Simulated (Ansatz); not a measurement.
The relaxed structure here is a generated cell of WSe2: the first start was made by placing the elements on the sites of a structure type, and the end was not matched to a known phase here, so it may be hypothetical. Known forms of WSe2 include space group No. 194.

The end point of a relaxation of WSe2. Space group Pa-3 (No. 205). Computed with r2SCAN (plane waves to 500 eV, PAW, scalar-relativistic; Ansatz, a program for electronic structure).

Space group Pa-3 (No. 205); a = b = c = 6.2726 Å, α = β = γ = 90.00°

| atom | site | symmetry | x | y | z |
|---|---|---|---|---|---|
| W | 4a | .-3. | 0.0000 | 0.0000 | 0.0000 |
| Se | 8c | .3. | 0.3655 | 0.3655 | 0.3655 |

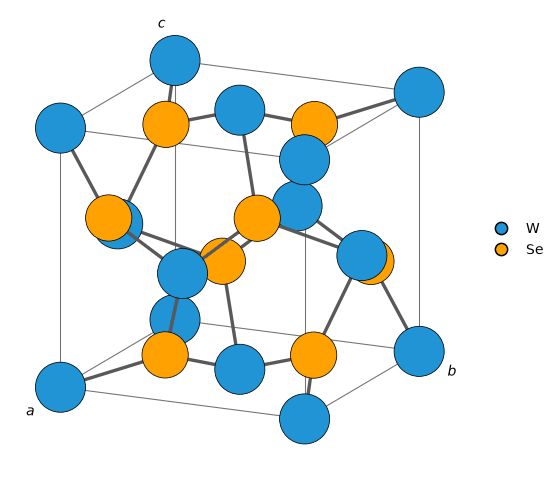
The conventional cell of the relaxed structure

For WSe2, the volume per atom is 20.57 Å³ and the band gap comes out as no gap (metallic). The magnetic moment is net 0.67 μB/atom, ferromagnetic and the shortest distances comes out as Se–W 2.58 Å; Se–Se 2.92 Å. The k-mesh is 6×6×6.

Spin state reached: ferromagnetic (net 0.67 μB/atom); other spin orders were not run from this start.

The run could not lose the symmetry of its start: the end is stationary, and may be a saddle point rather than a minimum.
